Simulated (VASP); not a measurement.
# Ni(111) over its thickness, part 3 of 8

Aim: follow surface energy, work function and relaxation of Ni(111) with the number of layers.

VASP 6.6.1, plane waves and PAW; the level of theory is named at each step.

Still holding for the runs below: The magnetic state follows from one typed start and may not be the lowest.

So far. Step 3 (The bulk reference, job self-consistent run, k-mesh …): The run ends at a pressure of 0.15 GPa. Step 4 (Relaxing the slab, layers 4): The run ended after 8 ionic steps, 0.004 eV below its first step, once the forces on the free atoms met EDIFFG = -0.01.

### Step 5. The vacuum level, layers 4

Level of this step: PBE, spin-polarised from a ferromagnetic start; plane waves and PAW (Ni) (VASP).

A static run writes the electrostatic potential without exchange and correlation (LVHAR), which is flat in the vacuum and gives the level to count from. The dipole correction cancels the field that unlike faces would set up across the vacuum.

INCAR reads:

```
SYSTEM = Ni
PREC = Normal
ENCUT = 320
EDIFF = 1E-06
NELM = 120
ISMEAR = 1
SIGMA = 0.15
LREAL = .FALSE.
ALGO = Fast
GGA = PE
NBANDS = 31
ISPIN = 2
MAGMOM = 1 1 1 1
LASPH = .TRUE.
LMAXMIX = 4
LORBIT = 11
LWAVE = .FALSE.
LCHARG = .FALSE.
KPAR = 4
IDIPOL = 3
LDIPOL = .TRUE.
DIPOL = 0.5 0.5 0.5
LVHAR = .TRUE.
LVACPOTAV = .TRUE.
```

POSCAR reads:

```
Ni
1.0
    2.4861695742      0.0000000000      0.0000000000
    1.2430847871      2.1530860094      0.0000000000
    0.0000000000      0.0000000000     21.0898468708
Ni
4
Direct
    0.0000000000      0.0000000000      0.3569102080
    0.3333333300      0.3333333300      0.4519573454
    0.6666666700      0.6666666700      0.5480426546
    0.0000000000      0.0000000000      0.6430897920
```

KPOINTS reads:

```
Automatic mesh
0
Gamma
15 15 1
0 0 0
```

The projector-augmented-wave data sets are Ni (PBE family, release 64).

Run with:

```console
$ mpirun -np 4 vasp_std
```

The log of the run:

```text
[... set-up lines as in an earlier step ...]
 entering main loop
       N       E                     dE             d eps       ncg     rms          rms(c)
DAV:   1     0.223684593744E+03    0.22368E+03   -0.13870E+04  3348   0.102E+03
DAV:   2    -0.106477351369E+02   -0.23433E+03   -0.22268E+03  3446   0.259E+02
DAV:   3    -0.242353638833E+02   -0.13588E+02   -0.13304E+02  3768   0.866E+01
DAV:   4    -0.243897085835E+02   -0.15434E+00   -0.15429E+00  3863   0.998E+00
DAV:   5    -0.243932069787E+02   -0.34984E-02   -0.34983E-02  4796   0.101E+00    0.191E+01
RMM:   6    -0.249384302098E+02   -0.54522E+00   -0.33224E+01  3748   0.564E+01    0.256E+01
RMM:   7    -0.255599578763E+02   -0.62153E+00   -0.84174E+00  3743   0.227E+01    0.275E+01
RMM:   8    -0.207553381141E+02    0.48046E+01   -0.29153E+00  3635   0.162E+01    0.107E+01
RMM:   9    -0.205432762628E+02    0.21206E+00   -0.80866E-01  3872   0.764E+00    0.142E+01
RMM:  10    -0.200146543776E+02    0.52862E+00   -0.16376E-01  3818   0.358E+00    0.269E+00
RMM:  11    -0.200734502060E+02   -0.58796E-01   -0.21940E-02  3790   0.987E-01    0.196E+00
RMM:  12    -0.203072865873E+02   -0.23384E+00   -0.11741E-01  4123   0.200E+00    0.108E+00
RMM:  13    -0.204319927318E+02   -0.12471E+00   -0.36255E-02  4020   0.972E-01    0.691E-01
RMM:  14    -0.204942239286E+02   -0.62231E-01   -0.72166E-03  4014   0.452E-01    0.933E-01
RMM:  15    -0.205157673873E+02   -0.21543E-01   -0.23946E-03  4061   0.285E-01    0.851E-01
RMM:  16    -0.205795131807E+02   -0.63746E-01   -0.11747E-02  4274   0.463E-01    0.345E-01
RMM:  17    -0.206182128528E+02   -0.38700E-01   -0.58831E-03  4195   0.296E-01    0.382E-01
RMM:  18    -0.206324753887E+02   -0.14263E-01   -0.27717E-03  4192   0.220E-01    0.241E-01
RMM:  19    -0.206335582361E+02   -0.10828E-02   -0.40847E-04  4024   0.128E-01    0.103E-01
RMM:  20    -0.206342393627E+02   -0.68113E-03   -0.11599E-04  3998   0.810E-02    0.449E-02
RMM:  21    -0.206359375177E+02   -0.16982E-02   -0.11948E-04  4141   0.506E-02    0.292E-02
RMM:  22    -0.206377051296E+02   -0.17676E-02   -0.17317E-04  4201   0.522E-02    0.612E-02
RMM:  23    -0.206383773881E+02   -0.67226E-03   -0.29698E-05  4073   0.318E-02    0.110E-02
RMM:  24    -0.206389379084E+02   -0.56052E-03   -0.19355E-05  3670   0.173E-02    0.771E-03
RMM:  25    -0.206392364636E+02   -0.29856E-03   -0.10420E-05  3368   0.110E-02    0.566E-03
RMM:  26    -0.206393568953E+02   -0.12043E-03   -0.42707E-06  3140   0.816E-03    0.307E-03
RMM:  27    -0.206394100652E+02   -0.53170E-04   -0.15900E-06  2930   0.515E-03    0.229E-03
RMM:  28    -0.206394371414E+02   -0.27076E-04   -0.69972E-07  2778   0.375E-03    0.193E-03
RMM:  29    -0.206394506393E+02   -0.13498E-04   -0.24422E-07  2619   0.300E-03    0.149E-03
RMM:  30    -0.206394554530E+02   -0.48137E-05   -0.82470E-08  2408   0.205E-03    0.568E-04
RMM:  31    -0.206394588321E+02   -0.33791E-05   -0.79576E-08  2507   0.194E-03    0.776E-04
RMM:  32    -0.206394591370E+02   -0.30487E-06   -0.21521E-08  1860   0.120E-03
 -----------------------------------------------------------------------------
|                                                                             |
|           W    W    AA    RRRRR   N    N  II  N    N   GGGG   !!!           |
|           W    W   A  A   R    R  NN   N  II  NN   N  G    G  !!!           |
|           W    W  A    A  R    R  N N  N  II  N N  N  G       !!!           |
|           W WW W  AAAAAA  RRRRR   N  N N  II  N  N N  G  GGG   !            |
|           WW  WW  A    A  R   R   N   NN  II  N   NN  G    G                |
|           W    W  A    A  R    R  N    N  II  N    N   GGGG   !!!           |
|                                                                             |
|     Did not find any points to average over, which means that no vacuum     |
|     field-free region was found. Please increase the size of  your cell     |
|     in the dimension of the dipole correction to obtain accurate            |
|     workfunction values.                                                    |
|                                                                             |
 -----------------------------------------------------------------------------

   1 F= -.20639459E+02 E0= -.20638012E+02  d E =-.434100E-02  mag=     2.7913
```

Run time: 43 s. Hardware: 4 MPI ranks of Intel Xeon Platinum 8488C (Sapphire Rapids), shared host; peak memory 0.77 GiB; 2.8 min of CPU time.

Parts of OUTCAR (step 5):

```text
   NELECT =      40.0000    total number of electrons

 dipolmoment           0.000000      0.000000      0.000000 electrons x Angstroem

 E-fermi :   0.5628

 spin component 1
 k-point     1 :       0.0000    0.0000    0.0000
  band No.  band energies     occupation
    ...
     20      -0.2382      1.00000
     21      -0.2382      1.00000
     22      -0.0917      1.00000
     23      -0.0917      1.00000
     24      -0.0838      1.00000
     25       0.8641     -0.00777
     26       5.3345      0.00000
     27       5.4158      0.00000
     28       6.6906      0.00000
     29       7.4823      0.00000
    ...

 k-point     2 :       0.0667    0.0000    0.0000
  band No.  band energies     occupation
    ...
     20      -0.5112      1.00000
     21      -0.4062      1.00000
     22      -0.2398      1.00000
     23      -0.0894      1.00000
     24       0.4165      1.02234
     25       1.3774     -0.00000
     26       5.4817      0.00000
     27       5.5444      0.00000
     28       6.8359      0.00000
     29       7.5937      0.00000
    ...

  Total       -1.3353183     -1.3353183     -0.0373331      0.0000000     -0.0000000      0.0000000
  in kB      -18.9509002    -18.9509002     -0.5298337      0.0000000     -0.0000000      0.0000000
  external PRESSURE =     -12.8105447 kB  Pullay stress =       0.0000000 kB

 POSITION                                       TOTAL-FORCE (eV/Angst)
 -----------------------------------------------------------------------------------
      0.00000      0.00000      7.52718         0.000000      0.000000      0.001957
      1.24308      0.71770      9.53171        -0.000000      0.000000      0.002386
      2.48617      1.43539     11.55814        -0.000000     -0.000000     -0.002386
      0.00000      0.00000     13.56267        -0.000000     -0.000000     -0.001957
 -----------------------------------------------------------------------------------
    total drift:                                0.000000     -0.000000      0.000000

  FREE ENERGIE OF THE ION-ELECTRON SYSTEM (eV)
  ---------------------------------------------------
  free  energy   TOTEN  =       -20.6394591370 eV

  energy  without entropy=      -20.6351181387  energy(sigma->0) =      -20.63801214

 vacuum level on the upper side and lower side of the slab         5.632         5.632

[... 9 parts as in an earlier step ...]

[... 14 further parts left out ...]
```

Numbers from this step:

```
electronic cycles                          : 32
Fermi energy                               : 0.5628 eV
dipole moment                              : 0, 0, 0 e·Å
vacuum levels                              : 5.644, 5.644 eV
work functions of the upper and lower face : 5.081, 5.081 eV
```

The planar average of the electrostatic potential oscillates, so the rows of the table below give means over windows of 1 Å about each position, cut where the curve ends. Its maxima inside the range that stand out by 2 % of the span (Å: eV): 8.6: -0.399, 10.5: -0.277, 12.5: -0.399. Its minima: 7.6: -20.6, 9.6: -20.9, 11.5: -20.9, 13.5: -20.6.

Zero at the Fermi level. The planar average of the electrostatic potential by height; means over each step:

| height (Å) | planar average of the electrostatic potential (eV) |
| --- | --- |
| 0 | 5.08 |
| 1 | 5.08 |
| 2 | 5.08 |
| 3 | 5.08 |
| 4 | 5.07 |
| 5 | 5.00 |
| 6 | 3.93 |
| 7 | -8.46 |
| 8 | -10.0 |
| 9 | -9.00 |
| 10 | -10.2 |
| 11 | -8.44 |
| 12 | -10.8 |
| 13 | -8.22 |
| 14 | -10.4 |
| 15 | 3.64 |
| 16 | 4.97 |
| 17 | 5.07 |
| 18 | 5.08 |
| 19 | 5.08 |
| 20 | 5.08 |

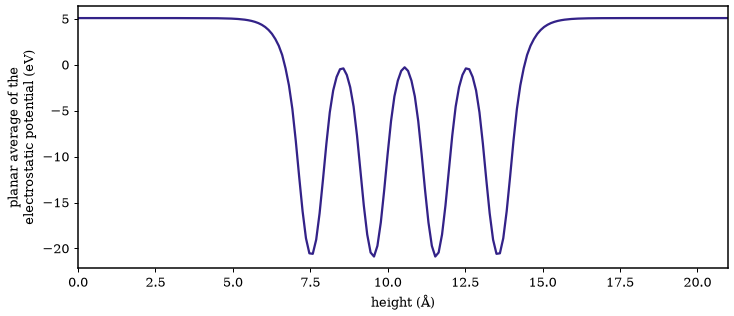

Planar average of the electrostatic potential, plotted against height.

The vacuum level lies 5.08 eV above the Fermi level at the upper face; both faces agree, as the slab has next to no dipole.

The program found no field-free point at its default tolerance, and its printed vacuum level lies off the flat part of the planar average, by -0.01 eV at the upper face; the levels here are read from the flat part.

### Step 6. Relaxing the slab, layers 5

System of this step: Ni(111). The cell holds 5 atoms: 5 Ni. Its edges and angles: a = 2.486 Å, b = 2.486 Å, c = 23.120 Å, α = 90.0°, β = 90.0°, γ = 60.0°. It derives from Ni. 5 layers of fcc Ni, cut at this functional's lattice. Vacuum lies along c.

INCAR reads:

```
SYSTEM = Ni
PREC = Normal
ENCUT = 320
EDIFF = 1E-06
NELM = 120
ISMEAR = 1
SIGMA = 0.15
LREAL = .FALSE.
ALGO = Fast
GGA = PE
NBANDS = 36
ISPIN = 2
MAGMOM = 1 1 1 1 1
LASPH = .TRUE.
LMAXMIX = 4
LORBIT = 11
LWAVE = .FALSE.
LCHARG = .FALSE.
KPAR = 4
IBRION = 2
NSW = 50
ISIF = 2
EDIFFG = -0.01
POTIM = 0.4
MAXMIX = 40
```

POSCAR reads:

```
Ni
1.0
    2.4861695742      0.0000000000      0.0000000000
    1.2430847871      2.1530860094      0.0000000000
    0.0000000000      0.0000000000     23.1197958278
Ni
5
Direct
    0.6666666700      0.6666666700      0.3243973300
    0.0000000000      0.0000000000      0.4121986600
    0.3333333300      0.3333333300      0.5000000000
    0.6666666700      0.6666666700      0.5878013400
    0.0000000000      0.0000000000      0.6756026700
```

KPOINTS is that of step 5.

Run with:

```console
$ mpirun -np 4 vasp_std
```

The log of the run:

```text
[banner, memory and clock lines left out]
running    4 mpi-ranks, on    1 nodes
[...]
LDA part: xc-table for (Slater+PW92), standard interpolation
 POSCAR, INCAR and KPOINTS ok, starting setup
[...]
entering main loop
       N       E                     dE             d eps       ncg     rms          rms(c)
DAV:   1     0.290628939416E+03    0.29063E+03   -0.17236E+04  3912   0.113E+03
DAV:   2    -0.108703442894E+02   -0.30150E+03   -0.28458E+03  3916   0.284E+02
DAV:   3    -0.306322226736E+02   -0.19762E+02   -0.18903E+02  4168   0.100E+02
DAV:   4    -0.308871177205E+02   -0.25490E+00   -0.25468E+00  4272   0.126E+01
[...]
RMM:  35    -0.261268491942E+02   -0.58449E-05   -0.17670E-07  2186   0.216E-03    0.147E-03
RMM:  36    -0.261268505864E+02   -0.13922E-05   -0.77461E-08  1754   0.142E-03    0.661E-04
RMM:  37    -0.261268507587E+02   -0.17233E-06   -0.12370E-08  1053   0.960E-04
   1 F= -.26126851E+02 E0= -.26126450E+02  d E =-.261269E+02  mag=     3.3813
[... from here on, the cycles between the ionic steps are left out ...]
   2 F= -.26129133E+02 E0= -.26128787E+02  d E =-.228238E-02  mag=     3.3806
   3 F= -.26129880E+02 E0= -.26129590E+02  d E =-.302885E-02  mag=     3.3797
   4 F= -.26129884E+02 E0= -.26129596E+02  d E =-.303304E-02  mag=     3.3797
   5 F= -.26129885E+02 E0= -.26129603E+02  d E =-.303402E-02  mag=     3.3796
   6 F= -.26130019E+02 E0= -.26129740E+02  d E =-.133939E-03  mag=     3.3790
   7 F= -.26130311E+02 E0= -.26130044E+02  d E =-.426670E-03  mag=     3.3774
   8 F= -.26130495E+02 E0= -.26130251E+02  d E =-.609913E-03  mag=     3.3735
[...]
reached required accuracy - stopping structural energy minimisation
```

It took 2.3 min on 4 MPI ranks; peak memory 0.84 GiB; 9.1 min of CPU time.

Parts of OUTCAR (step 6):

```text
  Total       -1.3587856     -1.3587856     -0.0225845      0.0000000     -0.0000000      0.0000000
  in kB      -17.5907916    -17.5907916     -0.2923777      0.0000000     -0.0000000      0.0000000
  external PRESSURE =     -11.8246537 kB  Pullay stress =       0.0000000 kB

 POSITION                                       TOTAL-FORCE (eV/Angst)
 -----------------------------------------------------------------------------------
      2.48617      1.43539      7.52661        -0.000000     -0.000000     -0.005707
      0.00000      0.00000      9.52930        -0.000000      0.000000     -0.000323
      1.24308      0.71770     11.55990         0.000000     -0.000000      0.000000
      2.48617      1.43539     13.59049         0.000000     -0.000000      0.000323
      2.48617      0.00000     15.59319         0.000000     -0.000000      0.005707
 -----------------------------------------------------------------------------------
    total drift:                                0.000000      0.000000     -0.000002

  FREE ENERGIE OF THE ION-ELECTRON SYSTEM (eV)
  ---------------------------------------------------
  free  energy   TOTEN  =       -26.1304946906 eV

  energy  without entropy=      -26.1297640796  energy(sigma->0) =      -26.13025115

 magnetization (x)
# of ion       s       p       d       tot
------------------------------------------
    1       -0.004  -0.024   0.726   0.697
    2       -0.006  -0.027   0.728   0.694
    3       -0.007  -0.028   0.700   0.665
    4       -0.006  -0.027   0.728   0.694
    5       -0.004  -0.024   0.726   0.697
--------------------------------------------------
tot         -0.029  -0.130   3.607   3.448

[... 1 part as in an earlier step ...]

[... 3 further parts left out ...]
[key lines of the parts left out:]
E-fermi :   1.3757
```

Relaxation path:

| step | energy less that of the first step (eV) | largest force (eV/Å) |
| --- | --- | --- |
| 1 | 0.0000 | 0.1406 |
| 2 | -0.0023 | 0.0834 |
| 3 | -0.0030 | 0.0271 |
| 4 | -0.0030 | 0.0283 |
| 5 | -0.0030 | 0.0335 |
| 6 | -0.0032 | 0.0282 |
| 7 | -0.0035 | 0.0180 |
| 8 | -0.0036 | 0.0057 |

The atoms that moved most (Å):

| atom | dx | dy | dz | length |
| --- | --- | --- | --- | --- |
| Ni1 | 0.000 | 0.000 | 0.027 | 0.027 |
| Ni5 | 0.000 | 0.000 | -0.027 | 0.027 |

The relaxed structure:

```cif
data_structure
_symmetry_space_group_name_H-M 'P 1'
_symmetry_Int_Tables_number 1
_cell_length_a 2.4862
_cell_length_b 2.4862
_cell_length_c 23.1198
_cell_angle_alpha 90.000
_cell_angle_beta 90.000
_cell_angle_gamma 60.000
_cell_volume 123.76
loop_
_atom_site_label
_atom_site_type_symbol
_atom_site_fract_x
_atom_site_fract_y
_atom_site_fract_z
_atom_site_occupancy
Ni1 Ni 0.66667 0.66667 0.32555 1
Ni2 Ni 0.00000 0.00000 0.41217 1
Ni3 Ni 0.33333 0.33333 0.50000 1
Ni4 Ni 0.66667 0.66667 0.58783 1
Ni5 Ni 0.00000 0.00000 0.67445 1
```

Spin moment in the PAW sphere by atom:

| atom | spin moment in the PAW sphere (μB) |
| --- | --- |
| Ni1 | 0.697 |
| Ni2 | 0.694 |
| Ni3 | 0.665 |
| Ni4 | 0.694 |
| Ni5 | 0.697 |

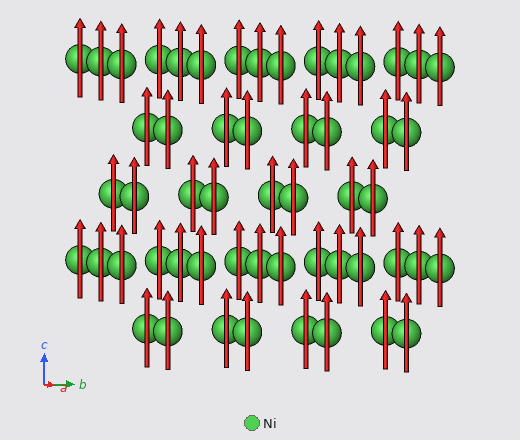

Spin moment in the PAW sphere as arrows, the longest 0.697 μB. Up and down stand for the sign. Arrows give size and sign along the axis of quantisation, drawn up and down the page. 2×4×1 cells are drawn. Some periodic images of atoms are drawn too.

The run ended after 8 ionic steps, 0.004 eV below its first step, once the forces on the free atoms met EDIFFG = -0.01.

### Step 7. The vacuum level, layers 5

INCAR, as its differences from that of step 6:

```diff
@@ -19,7 +19,6 @@
 KPAR = 4
-IBRION = 2
-NSW = 50
-ISIF = 2
-EDIFFG = -0.01
-POTIM = 0.4
-MAXMIX = 40
+IDIPOL = 3
+LDIPOL = .TRUE.
+DIPOL = 0.5 0.5 0.5
+LVHAR = .TRUE.
+LVACPOTAV = .TRUE.
```

POSCAR reads:

```
Ni
1.0
    2.4861695742      0.0000000000      0.0000000000
    1.2430847871      2.1530860094      0.0000000000
    0.0000000000      0.0000000000     23.1197958278
Ni
5
Direct
    0.6666666700      0.6666666700      0.3255480819
    0.0000000000      0.0000000000      0.4121707199
    0.3333333300      0.3333333300      0.5000000000
    0.6666666700      0.6666666700      0.5878292801
    0.0000000000      0.0000000000      0.6744519181
```

KPOINTS is that of step 6.

Run with:

```console
$ mpirun -np 4 vasp_std
```

The log of the run:

```text
[... set-up lines as in an earlier step ...]
 entering main loop
       N       E                     dE             d eps       ncg     rms          rms(c)
DAV:   1     0.290845422686E+03    0.29085E+03   -0.17244E+04  3912   0.113E+03
DAV:   2    -0.107873441166E+02   -0.30163E+03   -0.28469E+03  3920   0.283E+02
DAV:   3    -0.306329657367E+02   -0.19846E+02   -0.18982E+02  4156   0.100E+02
DAV:   4    -0.308892874372E+02   -0.25632E+00   -0.25610E+00  4292   0.127E+01
[...]
RMM:  35    -0.261304975309E+02   -0.54653E-05   -0.12851E-07  2630   0.197E-03    0.682E-04
RMM:  36    -0.261304997733E+02   -0.22424E-05   -0.99449E-08  2494   0.162E-03    0.510E-04
RMM:  37    -0.261305001332E+02   -0.35986E-06   -0.28108E-08  1651   0.104E-03
 [... a notice as in an earlier step ...]

   1 F= -.26130500E+02 E0= -.26130258E+02  d E =-.726440E-03  mag=     3.3736
```

Elapsed: 57 s, on 4 MPI ranks; peak memory 0.84 GiB.

OUTCAR, selected parts (step 7):

```text
  Total       -1.3658411     -1.3658411     -0.0245662      0.0000000     -0.0000000      0.0000000
  in kB      -17.6821330    -17.6821330     -0.3180329      0.0000000     -0.0000000      0.0000000
  external PRESSURE =     -11.8940996 kB  Pullay stress =       0.0000000 kB

 POSITION                                       TOTAL-FORCE (eV/Angst)
 -----------------------------------------------------------------------------------
      2.48617      1.43539      7.52661        -0.000000     -0.000000     -0.005592
      0.00000      0.00000      9.52930        -0.000000     -0.000000     -0.000674
      1.24308      0.71770     11.55990         0.000000      0.000000      0.000000
      2.48617      1.43539     13.59049         0.000000      0.000000      0.000674
      0.00000      0.00000     15.59319         0.000000     -0.000000      0.005592
 -----------------------------------------------------------------------------------
    total drift:                                0.000000      0.000000     -0.000002

  FREE ENERGIE OF THE ION-ELECTRON SYSTEM (eV)
  ---------------------------------------------------
  free  energy   TOTEN  =       -26.1305001332 eV

  energy  without entropy=      -26.1297736928  energy(sigma->0) =      -26.13025799

[... 3 parts as in an earlier step ...]

[... 1 further part left out ...]
[key lines of the parts left out:]
E-fermi :   1.3768
```

The planar average of the electrostatic potential oscillates, so the rows of the table below give means over windows of 2.03 Å about each position, cut where the curve ends. Its maxima inside the range that stand out by 2 % of the span (Å: eV): 8.6: -0.416, 10.6: -0.336, 12.5: -0.336, 14.6: -0.416. Its minima: 7.5: -20.7, 9.5: -20.9, 11.6: -20.9, 13.6: -20.9, 15.6: -20.7.

Zero at the Fermi level. The planar average of the electrostatic potential by height; means over each step:

| height (Å) | planar average of the electrostatic potential (eV) |
| --- | --- |
| 1.01 | 5.03 |
| 3.04 | 5.03 |
| 5.08 | 4.82 |
| 7.11 | -8.09 |
| 9.14 | -9.53 |
| 11.17 | -9.44 |
| 13.20 | -9.46 |
| 15.23 | -9.40 |
| 17.26 | 3.37 |
| 19.29 | 5.02 |
| 21.32 | 5.03 |

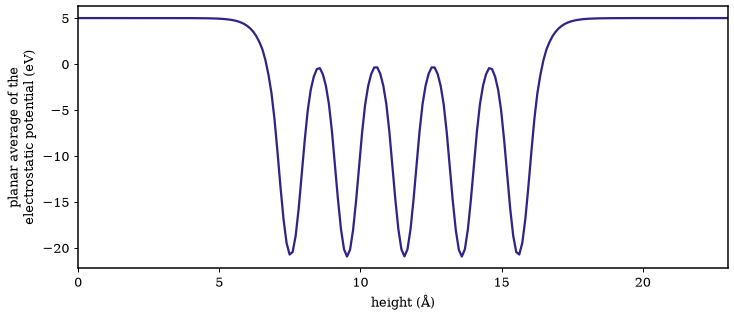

Planar average of the electrostatic potential against height.

The vacuum level lies 5.03 eV above the Fermi level at the upper face; both faces agree, as the slab has next to no dipole.

The program found no field-free point at its default tolerance, and its printed vacuum level lies off the flat part of the planar average, by -0.01 eV at the upper face; the levels here are read from the flat part.

[end of part 3 of 8]

[Lines on the potential files, build, host, timing and source positions are cut from VASP's logs without a mark.]

[Logs are printed without paths, hosts, clocks, repeated set-up lines and the standing remarks that a program may print on its own settings, such as how far it seeks lower states.]

[Hosts, paths, dates, database ids (printed as entryN), source tags and the programs' standing remarks are cut or masked in the printed files.]

[Runs that stopped without an error message from VASP are left out.]
